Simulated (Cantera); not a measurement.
Feed: 1 mol Si₂Cl₆, 1.7 mol HCl, 180 mol H₂, equilibrated at 1000 Pa.

Equilibrium computed with Cantera from the NASA thermochemical tables; the gas is ideal and each condensed phase is pure. Candidate condensed phases: Si; 19 gas species. The feed counts by its element totals alone. The tables' values for SiCl₃, SiCl are old estimates; treat these amounts as uncertain. Gases not in the tables: Si₂H₆ and higher silanes. Equilibrium is a limit: real reactors are often held back by kinetics, nucleation or transport.

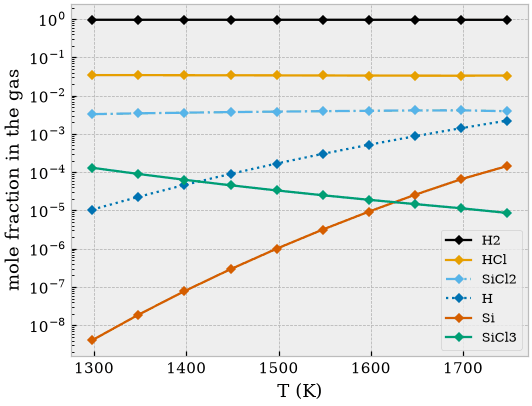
Fig. 1. Equilibrium gas composition (values under 1e-9 drawn at 1e-9)

Q: Read off the mole fractions at 1448 K.

A: H₂ about 0.96, HCl about 0.034, SiCl₂ about 0.0037, H about 9.0e-5, SiCl₃ about 4.6e-5, Si about 2.9e-7.
